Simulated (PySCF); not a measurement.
SMILES CC(=O)CCO (C4H8O2) at its GFN2-xTB optimised geometry (Å):

```
14

C      1.6882    -1.2508     0.3410
C      1.0708     0.0825     0.0000
O      1.7251     1.0612    -0.2495
C     -0.4441     0.0825     0.0000
C     -1.0249     1.4999     0.0000
O     -2.4315     1.5058    -0.0080
H      2.7430    -1.2536     0.0799
H      1.5942    -1.4121     1.4137
H      1.1728    -2.0597    -0.1696
H     -0.8137    -0.4738     0.8634
H     -0.7723    -0.4507    -0.8988
H     -0.6203     2.0597    -0.8529
H     -0.7323     2.0174     0.9160
H     -2.7430     1.1192    -0.8340
```

Method: PBE/def2-TZVP (PySCF). Cells within 0.4 Å of a nucleus heavier than hydrogen are left out (blank, or x).

Map of the Laplacian of the electron density (e/bohr⁵), clipped to [-1.50, 1.50] on the plane z = 0.0 Å:

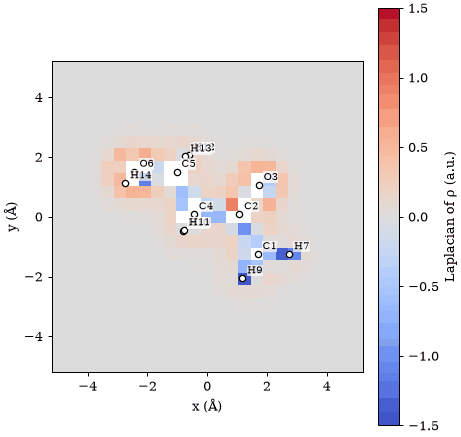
Figure. Laplacian of the electron density (e/bohr⁵), clipped to [-1.50, 1.50] on the plane z = 0.0 Å.
